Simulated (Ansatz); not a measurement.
# What NaP3 (built on the sites of a database entry of NaN3) distorts into

Which phase does NaP3 (built on the sites of a database entry of NaN3) fall into along its unstable mode, and how much energy does it gain?

Calculated with Ansatz 0.2.0; DFT PBEsol, scalar-relativistic, plane waves, PAW.

The structure was built from a prototype and need not be the compound's stable phase.

### Step 1. The structure

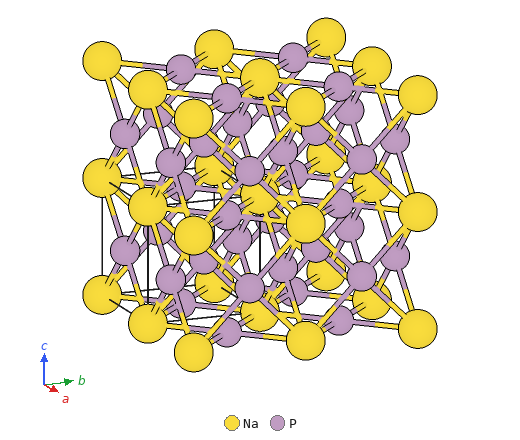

Start, viewed slightly off an axis; sodium yellow, phosphorus pink. 2×2×2 cells are drawn. Some periodic images of atoms are drawn too.

### Step 2. The dispersion

The cell comes from relaxations at this level that are not shown. Stability and thermal properties need the whole zone. Linear response on a 4×4×4 q mesh gives force constants as far as a supercell of that size would.

input.yaml reads:

```yaml
crystal:
  lattice:
    - [3.9575023488, 0.0, 0.0]
    - [0.0, 3.9575023488, 0.0]
    - [0.0, 0.0, 3.9575023488]
  atoms:
    - { symbol: Na, position: [0.0, 0.0, 0.0] }
    - { symbol: P, position: [0.0, 0.5, 0.5] }
    - { symbol: P, position: [0.5, 0.5, 0.0] }
    - { symbol: P, position: [0.5, 0.0, 0.5] }
kpoints:
  mp_grid: { grid: [12, 12, 12] }
hamiltonian:
  xc: pbesol
scf:
  occupations: { method: methfessel_paxton, width: 0.2 }
output:
  eigenvalues: true
phonons:
  method: dfpt
  qmesh: [4, 4, 4]
  temperatures: { t_max: 1000, t_step: 50 }
  qpath:
    path:
      - [[0.0, 0.0, 0.0], [0.0, 0.5, 0.0], [0.5, 0.5, 0.0], [0.0, 0.0, 0.0], [0.5, 0.5, 0.5], [0.0, 0.5, 0.0]]
      - [[0.5, 0.5, 0.5], [0.5, 0.5, 0.0]]
    npoints: 10
```

Started as:

```bash
$ ansatz run input.yaml --threads 8 --pin off --max-ram 14336MiB --backend cpu --events-out ev --progress --plain --runs-dir out
```

Numbers of over 12 decimals in the logs are rounded to 6 here.

Output:

```text
Engine: ansatz 0.2.0, aarch64-unknown-linux-gnu
Pseudopotentials: kind: paw
Pseudopotential: Na, paw, valence charge 9, recommended cutoff 420 eV (normal), Na.paw.azcp
Pseudopotential: P, paw, valence charge 5, recommended cutoff 420 eV (normal), P.paw.azcp
Functional definition: PBEsol
  exchange = pbesol_x
  correlation = pbesol_c
Crystal: 4 atoms, lattice volume = 61.982 Å³
Basis set: ecut = 420 eV, 1213 PW (Γ), exchange–correlation on 54×54×54 points (8 copies of the dense FFT grid, shifted against one another)
Bands: 16, of which v1, the nominal top of the filled ones, is band 12 counted from 1 (11 counted from 0)
Symmetry: 48 space group operations
k-points: 84 of 1728
Non-local potential: Na, projectors of the file, l = 0: 3, l = 1: 2, l = 2: 1
Non-local potential: P, projectors of the file, l = 0: 2, l = 1: 2, l = 2: 2
PAW form: soft (Blöchl's): semilocal exchange-correlation on the pseudo side does not see the compensation charge
PAW frozen core: Na, regenerated for the run's functional, and the local potential with it (the file was generated under x = pbe(κ = 0.804, μ = 0.219515), c = pbe(β = 0.066725))
PAW frozen core: P, regenerated for the run's functional, and the local potential with it (the file was generated under x = pbe(κ = 0.804, μ = 0.219515), c = pbe(β = 0.066725))
PAW one-centre angular grid: Na, 110 points (default); XC on 64 Gauss nodes
PAW one-centre angular grid: P, 110 points (default); XC on 64 Gauss nodes
Initial density: superposition of atomic densities (neutral atoms: chi_scale 0, normalization atom), corrected by the library's trained network
Initial wavefunctions: pseudopotential atomic-orbital guess
Functional: x = pbesol(κ = 0.804, μ = 0.123457), c = pbesol(β = 0.046)
SCF iter   1: F=—  HF=-3694.673693 eV  |F-HF|=—  |Δ(HF+E_count)|=         —  Δρ=2.66e-3  dr2=2.82e-3  ethr=1.77e-3  ⟨swp⟩=6.2  Hψ=7860  notcnv=0
preconditioner: auto → Kerker (q_TF=auto, 2.329 Å⁻¹)  [metal: Δε(μ)=0.016 eV  Ē_g=8.048 eV  σ=0.200 eV  W_gap=0.07  n_scr=18 (ndim 8)  ℏωp=18.9 eV  f_vac=0.000  D(μ)=2.23/eV (n_scr^D=18)]
SCF iter   2: F=—  HF=-3694.671962 eV  |F-HF|=—  |Δ(HF+E_count)|=   1.73e-3  S|Δr|=    0.00e0  Δρ=1.36e-3  dr2=9.64e-4  ethr=1.18e-5  ⟨swp⟩=2.0  Hψ=3025  notcnv=0
SCF iter   3: F=—  HF=-3694.671898 eV  |F-HF|=—  |Δ(HF+E_count)|=   6.41e-5  S|Δr|=    0.00e0  Δρ=3.47e-4  dr2=1.28e-4  ethr=4.02e-6  ⟨swp⟩=2.0  Hψ=1689  notcnv=0
SCF iter   4: F=—  HF=-3694.671877 eV  |F-HF|=—  |Δ(HF+E_count)|=   2.14e-5  S|Δr|=    0.00e0  Δρ=9.07e-5  dr2=4.76e-6  ethr=5.33e-7  ⟨swp⟩=2.5  Hψ=2174  notcnv=0
SCF iter   5: F=—  HF=-3694.671876 eV  |F-HF|=—  |Δ(HF+E_count)|=   6.38e-7  S|Δr|=    0.00e0  Δρ=4.38e-5  dr2=1.28e-6  ethr=1.98e-8  ⟨swp⟩=2.0  Hψ=1871  notcnv=0
SCF iter   6: F=—  HF=-3694.671874 eV  |F-HF|=—  |Δ(HF+E_count)|=   1.84e-6  S|Δr|=    0.00e0  Δρ=9.66e-6  dr2=3.13e-8  ethr=5.32e-9  ⟨swp⟩=2.0  Hψ=2284  notcnv=0
SCF iter   7: F=—  HF=-3694.671874 eV  |F-HF|=—  |Δ(HF+E_count)|=   1.37e-8  S|Δr|=    0.00e0  Δρ=2.23e-6  dr2=1.90e-9  ethr=1.31e-10  ⟨swp⟩=2.0  Hψ=2007  notcnv=0
SCF iter   8: F=—  HF=-3694.671874 eV  |F-HF|=—  |Δ(HF+E_count)|=  6.32e-10  S|Δr|=    0.00e0  Δρ=1.86e-7  dr2=1.95e-11  ethr=7.91e-12  ⟨swp⟩=2.4  Hψ=2216  notcnv=0
SCF iter   9: F=-3694.671874 eV  HF=-3694.671874 eV  |F-HF|=9.09e-13  |Δ(HF+E_count)|=  7.28e-12  S|Δr|=    0.00e0  Δρ=1.90e-8  dr2=2.00e-13  ethr=1.00e-12  ⟨swp⟩=8.2  Hψ=7577  notcnv=0
SCF 1 converged in 9 iterations: F = -3694.671874 eV  dr2 = 2.00e-13
  greatest PAW one-centre occupation: 0.999 electrons in one spin orbital (limit 2), on the Na atom at site 0 (counted from 0), in its partial waves of l = 0
Initial density: read from a saved state, or passed on in memory by an earlier SCF of this step, an earlier step, the calling program or the single point that the run made first
iter 1 solved again at ethr=4.35e-8 eV; its pass at ethr=3.10e-3 eV (dr2=1.04e-5 eV) is discarded
SCF iter   1: F=—  HF=-3694.671875 eV  |F-HF|=—  |Δ(HF+E_count)|=         —  Δρ=2.26e-7  dr2=1.04e-11  ethr=4.35e-8  ⟨swp⟩=4.5  Hψ=12784  notcnv=0
eigensolver tolerance schedule: the retry pair's looser diagonalisation over-reported the residual by 999437.64 of it (diagonalisation noise at an unbounded share of the residual, at the tolerance the schedule requests for it); recorded, not acted on — ethr = c·dr2/N_el stays at c = 1.0e-1
preconditioner: auto → Kerker (q_TF=auto, 2.329 Å⁻¹)  [metal: Δε(μ)=0.023 eV  Ē_g=8.047 eV  σ=0.200 eV  W_gap=0.10  n_scr=18 (ndim 8)  ℏωp=18.9 eV  f_vac=0.000  D(μ)=2.22/eV (n_scr^D=18)]
SCF iter   2: F=—  HF=-3694.671874 eV  |F-HF|=—  |Δ(HF+E_count)|=   3.35e-7  S|Δr|=    0.00e0  Δρ=1.65e-7  dr2=5.73e-12  ethr=1.00e-12  ⟨swp⟩=4.3  Hψ=6933  notcnv=0
SCF iter   3: F=-3694.671874 eV  HF=-3694.671874 eV  |F-HF|=4.09e-12  |Δ(HF+E_count)|=  1.36e-12  S|Δr|=    0.00e0  Δρ=9.32e-8  dr2=1.88e-12  ethr=1.00e-12  ⟨swp⟩=2.0  Hψ=2266  notcnv=0
SCF 2 converged in 3 iterations: F = -3694.671874 eV  dr2 = 1.88e-12
phonons: the bands overlap, so this run is a metal and interpolates without the dipole-dipole term. If the crystal is really an insulator or semiconductor, its LO-TO splitting is missing
NSCF: frozen V_eff on 84 k-points
NSCF: frozen V_eff on 343 k-points
DFPT response loops at q = (0, 0, 0) (fractional): preconditioner auto → Kerker (q_TF=auto, 2.329 Å⁻¹) (partly filled bands, converged f_vac=0.000); β = 1.00, the filter's whole step (`scf.mixing.beta` (0.50) is not read by the response loops under this deck's `scf.mixing.preconditioner`; to damp them name `kerker` or `kerker_dos`, under which they read `scf.mixing.beta`, and type it under 1.00, their step now; both keys bind the ground state too); Broyden in place of MSR1
NSCF: frozen V_eff on 1176 k-points
DFPT response loops at q = (0, 0, 0.25) (fractional): mixed as the last ones told, above
NSCF: frozen V_eff on 686 k-points
DFPT response loops at q = (0, 0, -0.5) (fractional): mixed as the last ones told, above
NSCF: frozen V_eff on 2016 k-points
DFPT response loops at q = (0, 0.25, 0.25) (fractional): mixed as the last ones told, above
NSCF: frozen V_eff on 1176 k-points
DFPT response loops at q = (0, 0.25, -0.5) (fractional): mixed as the last ones told, above
NSCF: frozen V_eff on 686 k-points
DFPT response loops at q = (0, -0.5, -0.5) (fractional): mixed as the last ones told, above
NSCF: frozen V_eff on 3456 k-points
DFPT response loops at q = (0.25, 0.25, 0.25) (fractional): mixed as the last ones told, above
NSCF: frozen V_eff on 2016 k-points
DFPT response loops at q = (0.25, 0.25, -0.5) (fractional): mixed as the last ones told, above
NSCF: frozen V_eff on 1176 k-points
DFPT response loops at q = (0.25, -0.5, -0.5) (fractional): mixed as the last ones told, above
NSCF: frozen V_eff on 686 k-points
DFPT response loops at q = (-0.5, -0.5, -0.5) (fractional): mixed as the last ones told, above
SCF converged after 9 iterations
Stability not checked: this state was not tested for a lower state beside it, because cold or Methfessel-Paxton smearing, or corrected tetrahedra, fill the levels in a way that the test cannot read (fill_not_monotonic; see scf.lower_state_search)
Free energy (F): -3694.671874 eV
Harris-Foulkes:  -3694.671874 eV  (|F-HF|=9.09e-13)
Internal energy: -3694.667891 eV  (E = F + TS)
E sigma→0 (E₀):  -3694.670879 eV
Entropy (-TS):   -0.003983 eV (-0.996 meV/atom)
Fermi energy:    9.048231 eV
--- Per-component energies (eV) ---
  E_band       = -120.923192
  E_kinetic    = 327.656040
  E_local      = -1334.442262  (includes V_loc(G=0)·N_el)
  E_nonlocal   = 218.244893
  E_hartree    = 479.778158
  E_xc         = -220.449291
  E_vxc        = -230.734768  (∫ρ·V_xc dr)
  E_paw        = -1915.295184  (= ΣΔE_a)
  E_vpaw       = -61.203403  (= ΣTr[D̂ρ^β])
  E_aug_tail   = -0.000005  (compensation charges beyond the density's cutoff)
  E_ewald      = -1250.353222
  E_core_change = 0.192982  (= ΣΔE_core)
  E_smearing   = -0.003983  (= −TS)
  E_closure    = -0.000000  (closes the sum)
  Σ components = -3694.671874   (vs F -3694.671874, Δ=0.00e0)
--- Band table (eV; the first three rows and the last of 84) ---
  k-point 0: bands = [... 8 lower, 4.1253, 4.1253, 9.9796, 9.9796, 9.9796, 10.3044, 12.8823, 12.8823]
  k-point 1: bands = [... 8 lower, 4.1732, 4.4728, 9.7351, 9.8163, 9.8163, 10.4868, 12.5830, 12.5830]
  k-point 2: bands = [... 8 lower, 4.3145, 5.1851, 9.1659, 9.3514, 9.3514, 10.9577, 11.9875, 12.2129]
  k-point 83: bands = [... 8 lower, 3.5805, 3.5805, 3.5805, 10.4903, 13.6439, 13.6439, 13.7850, 13.7850]
--- Phonons (Γ-DFPT): 3 representative perturbations + reference (Σ response iterations 9) ---
  ASR residual: 1.752e-5 → 0.000e0 eV/Å²; symmetrization residual: 7.551e-6 eV/Å²
  ASR residual per site (eV/Å²): 1.75e-5 3.87e-6 3.87e-6 3.87e-6
  Γ frequencies (cm⁻¹): -146.44 -146.44 -146.44 0.00 0.00 0.00 141.51 141.51 141.51 301.31 301.31 301.31
--- Phonons (arbitrary-q DFPT): 10 irreducible q on the 4×4×4 mesh ---
  q = [0.0000, 0.0000, 0.0000] (star 1, of the zone-centre solve; hermiticity 2.80e-6, symmetrization 1.42e-12): -146.44 -146.44 -146.44 -0.00 0.00 0.00 141.51 141.51 141.51 301.31 301.31 301.31
  q = [0.0000, 0.0000, 0.2500] (star 6, 7 solved perturbations in 3612 linear systems a pass and spin channel, the states on 588 of 1728 k-point pairs; hermiticity 2.66e-6, symmetrization 6.59e-13): -180.60 -180.60 -153.96 50.30 50.30 119.11 144.95 150.90 150.90 284.25 290.95 290.95
  q = [0.0000, 0.0000, -0.5000] (star 3, 7 solved perturbations in 2107 linear systems a pass and spin channel, the states on 343 of 1728 k-point pairs; hermiticity 3.15e-6, symmetrization 9.55e-13): -163.81 -163.81 -99.88 -37.18 -37.18 137.74 137.74 192.29 192.45 248.16 275.96 275.96
  q = [0.0000, 0.2500, 0.2500] (star 12, 7 solved perturbations in 6132 linear systems a pass and spin channel, the states on 1008 of 1728 k-point pairs; hermiticity 2.58e-6, symmetrization 5.99e-14): -223.87 -159.49 -148.55 62.30 71.47 79.68 121.71 161.39 178.57 265.36 278.13 300.81
  q = [0.0000, 0.2500, -0.5000] (star 12, 12 solved perturbations on 588 of 1728 k-point pairs; hermiticity 2.94e-6, symmetrization 7.30e-14): -179.11 -157.14 -99.29 -95.69 93.28 113.96 114.73 158.16 201.80 265.32 275.64 291.26
  q = [0.0000, -0.5000, -0.5000] (star 3, 7 solved perturbations in 2107 linear systems a pass and spin channel, the states on 343 of 1728 k-point pairs; hermiticity 2.52e-6, symmetrization 7.22e-14): -162.59 -162.21 -150.27 -145.40 101.52 101.52 134.79 134.79 211.67 247.60 300.46 300.46
  q = [0.2500, 0.2500, 0.2500] (star 8, 3 solved perturbations in 3600 linear systems a pass and spin channel, the states on 1728 of 1728 k-point pairs; hermiticity 2.28e-6, symmetrization 4.96e-13): -152.47 -143.12 -143.12 -93.94 -93.94 121.81 183.94 183.94 194.31 249.50 296.48 296.48
  q = [0.2500, 0.2500, -0.5000] (star 12, 7 solved perturbations in 6132 linear systems a pass and spin channel, the states on 1008 of 1728 k-point pairs; hermiticity 2.57e-6, symmetrization 2.92e-13): -169.91 -165.87 -126.32 -124.22 -66.39 -44.43 176.35 195.60 203.52 278.34 286.80 289.79
  q = [0.2500, -0.5000, -0.5000] (star 6, 7 solved perturbations in 3612 linear systems a pass and spin channel, the states on 588 of 1728 k-point pairs; hermiticity 3.29e-6, symmetrization 7.26e-14): -188.67 -177.09 -144.50 -144.50 -121.77 -114.43 198.92 198.92 211.65 277.28 297.90 297.90
  q = [-0.5000, -0.5000, -0.5000] (star 1, 3 solved perturbations in 735 linear systems a pass and spin channel, the states on 343 of 1728 k-point pairs; hermiticity 2.23e-6, symmetrization 1.32e-12): -216.78 -216.78 -216.78 -193.82 -132.37 -132.37 211.93 211.93 211.93 294.70 294.70 294.70
  sum rule: each row above includes the acoustic sum rule's correction from the zone centre's row sums; it moved no ω² by more than (0.46 cm⁻¹)²
  mesh force constants: q→R imaginary residual 2.66e-18; ASR residual 1.752e-5 → 0.000e0 eV/Å²; symmetrization residual 3.997e-15 eV/Å²
  interpolated dispersion: 62 rows × 12 modes
  density of states and harmonic sums: on the 16×16×16 q-mesh, interpolated from the force constants of a 4×4×4 supercell (no non-analytic term)
  largest difference from the sums on the solved wave vectors: F 4.82e-2 eV, S 6.05e-5 and C_V 1.32e-5 eV/K
  zero-point energy: 0.092713 eV/cell   skipped modes (ω ≤ 0): 726, of them read as no rigid motion or as one in doubt: 723 (4.372e0 modes/cell left out, lowest -223.87 cm⁻¹)   left out of the sums: 3.64e-1 of the cell's modes: C_V's classical limit lies that fraction below 3 k_B per atom; for a crystal, a wire or a layer, F and S can be off by more, and a phonons.interpolated_qmesh denser along its periods is the remedy for the sampling
```

The job ended after 6 min (8 threads of Arm Neoverse V2, shared host; peak memory 3.9 GiB).

This step gave:

```yaml
volume_per_atom: 15.50 Å³
gap_on_the_k_mesh: 0 eV
sum_rule_residual_before_enforcement: 1.75e-5 eV/Å²
lowest_frequency_on_the_path: -223.9 cm⁻¹
point_group: m-3m
highest_frequency_on_the_path_or_at_a_solved_wavevector: 302.4 cm⁻¹
highest_optical_mode_at_the_zone_centre_no_lo_to_term: 301.3 cm⁻¹
lowest_optical_zone_centre_mode: -146.4 cm⁻¹
lowest_mode_on_the_q_mesh_acoustic_modes_at_gamma_apart: -223.9 cm⁻¹
```

Frequencies (cm⁻¹) solved at each irreducible wavevector; negative means imaginary. Frequencies by wavevector, by row:

| q in reciprocal lattice units | star | mode 1 | mode 2 | mode 3 | mode 4 | mode 10 | mode 11 | mode 12 |
| --- | --- | --- | --- | --- | --- | --- | --- | --- |
| 0 0 0 | 1 | -146.4 | -146.4 | -146.4 | 0 | 301.3 | 301.3 | 301.3 |
| 0 0 0.25 | 6 | -180.6 | -180.6 | -154 | 50.3 | 284.2 | 290.9 | 290.9 |
| 0 0 -0.5 | 3 | -163.8 | -163.8 | -99.9 | -37.2 | 248.2 | 276 | 276 |
| 0 0.25 0.25 | 12 | -223.9 | -159.5 | -148.6 | 62.3 | 265.4 | 278.1 | 300.8 |
| 0 0.25 -0.5 | 12 | -179.1 | -157.1 | -99.3 | -95.7 | 265.3 | 275.6 | 291.3 |
| 0 -0.5 -0.5 | 3 | -162.6 | -162.2 | -150.3 | -145.4 | 247.6 | 300.5 | 300.5 |
| 0.25 0.25 0.25 | 8 | -152.5 | -143.1 | -143.1 | -93.9 | 249.5 | 296.5 | 296.5 |
| 0.25 0.25 -0.5 | 12 | -169.9 | -165.9 | -126.3 | -124.2 | 278.3 | 286.8 | 289.8 |
| 0.25 -0.5 -0.5 | 6 | -188.7 | -177.1 | -144.5 | -144.5 | 277.3 | 297.9 | 297.9 |
| -0.5 -0.5 -0.5 | 1 | -216.8 | -216.8 | -216.8 | -193.8 | 294.7 | 294.7 | 294.7 |

Interpolated from a 4×4×4 q mesh. The phonon branches at the labelled points (cm⁻¹):

| point | branch 1 | branch 2 | branch 3 | branch 4 | branch 9 | branch 10 | branch 11 | branch 12 |
| --- | --- | --- | --- | --- | --- | --- | --- | --- |
| Γ | -146 | -146 | -146 | 0 | 142 | 301 | 301 | 301 |
| X | -164 | -164 | -100 | -37 | 192 | 248 | 276 | 276 |
| M | -163 | -162 | -150 | -145 | 212 | 248 | 300 | 300 |
| Γ | -146 | -146 | -146 | 0 | 142 | 301 | 301 | 301 |
| R | -217 | -217 | -217 | -194 | 212 | 295 | 295 | 295 |
| X | -164 | -164 | -100 | -37 | 192 | 248 | 276 | 276 |
| jump to R | -217 | -217 | -217 | -194 | 212 | 295 | 295 | 295 |
| M | -163 | -162 | -150 | -145 | 212 | 248 | 300 | 300 |

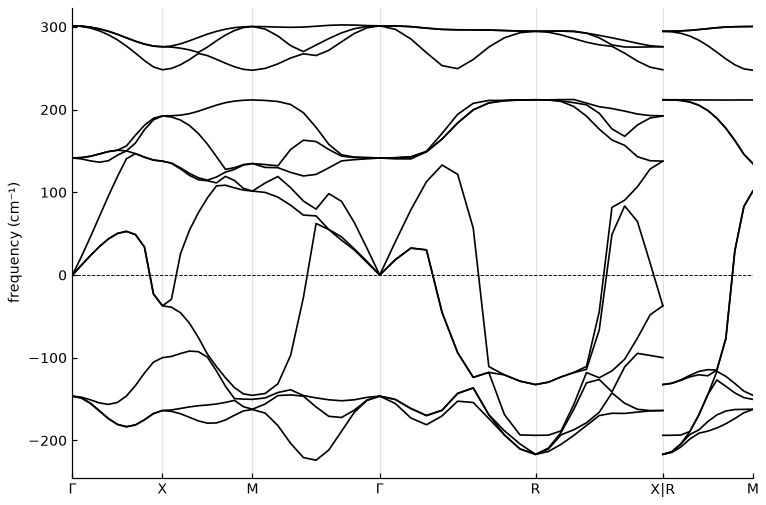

Phonon branches along the path.

Symmetry leaves 10 wavevectors to solve. The lowest mode among them, the acoustic zeros apart, lies at q = (0, 0.25, 0.25) and is imaginary, 223.9i cm⁻¹, so the energy falls along it.

### Step 3. The mode frozen in, largest atomic shift 0 Å

The mode followed lies at q = (-0.5, -0.5, -0.5) with frequency 216.8i cm⁻¹ and is 3-fold degenerate, one of the unstable modes though not the softest. At small amplitude the distorted cell has space group no. 166 by a symmetry search on the positions. The undistorted cell that holds it gives the zero of energy on the same k mesh.

System of this step: NaP3 (built on the sites of a database entry of NaN3). The structure is cubic, space group Pm-3m (No. 221). The conventional cell has a = 3.958 Å, b = 3.958 Å, c = 3.958 Å, α = 90.00°, β = 90.00°, γ = 90.00°. Nearest to Na lie 12 P at 2.80 Å. P has 4 Na at 2.80 Å and 8 P at 2.80 Å nearest. Farther neighbours are not listed.

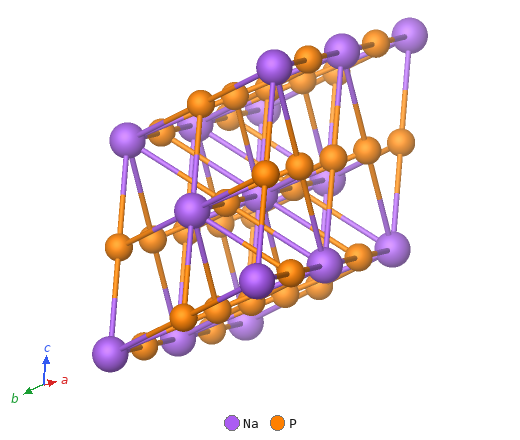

The cell of this step (sodium purple, phosphorus orange). 2×1×1 cells are drawn. Some periodic images of atoms are drawn too.

input.yaml reads:

```yaml
crystal:
  lattice:
    - [3.9575023488, 3.9575023488, 0.0]
    - [3.9575023488, 0.0, 3.9575023488]
    - [3.9575023488, 0.0, -3.9575023488]
  atoms:
    - { symbol: Na, position: [0.0, 0.0, 0.0] }
    - { symbol: Na, position: [0.0, 0.5, 0.5] }
    - { symbol: P, position: [0.5, 0.5, 0.0] }
    - { symbol: P, position: [0.5, 0.0, 0.5] }
    - { symbol: P, position: [0.5, 0.5, 0.5] }
    - { symbol: P, position: [0.5, 0.0, 0.0] }
    - { symbol: P, position: [0.0, 1.0, 0.5] }
    - { symbol: P, position: [0.0, 0.5, 0.0] }
kpoints:
  mp_grid: { grid: [10, 10, 10] }
hamiltonian:
  xc: pbesol
scf:
  occupations: { method: methfessel_paxton, width: 0.2 }
output:
  forces: true
  stress: true
  eigenvalues: true
```

Output:

```text
[...]
Crystal: 8 atoms, lattice volume = 123.963 Å³
Basis set: ecut = 420 eV, 2421 PW (Γ), exchange–correlation on 80×80×80 points (8 copies of the dense FFT grid, shifted against one another)
Bands: 32, of which v1, the nominal top of the filled ones, is band 24 counted from 1 (23 counted from 0)
Symmetry: 96 space group operations
[...]
k-points: 47 of 1000
[...]
k-point 0: bands = [... 20 lower, 4.1244, 9.9833, 9.9833, 9.9833, 10.2996, 10.4942, 12.8810, 12.8810, ... 4 higher]
  k-point 1: bands = [... 20 lower, 4.4164, 9.6556, 9.6556, 10.0395, 10.4943, 10.6643, 12.2526, 12.7332, ... 4 higher]
  k-point 2: bands = [... 20 lower, 5.1217, 8.8644, 8.8644, 10.2075, 10.8682, 11.1597, 11.2675, 12.3116, ... 4 higher]
  k-point 46: bands = [... 20 lower, 7.3669, 7.4477, 8.0664, 8.2178, 9.2373, 9.2644, 9.2860, 10.3680, ... 4 higher]
[key lines of the parts left out:]
SCF converged after 7 iterations
Free energy (F): -7389.361748 eV
Fermi energy:    9.031886 eV
P = ⅓ Tr σ = 0.2218 GPa (2.218 kbar)
```

The job ended after 1.3 s (8 threads; peak memory 0.58 GiB).

This step gave:

- pressure: 0.2218 GPa
- energy from the undistorted cell: 0 meV/atom

The run ends at a pressure of 0.22 GPa.

(Part 1 of 3 ends here.)

[Logs are printed without paths, hosts, clocks, repeated set-up lines and the standing remarks that a program may print on its own settings, such as how far it seeks lower states.]

[Hosts, paths, dates, database ids (printed as entryN), source tags and the programs' standing remarks are cut or masked in the printed files.]
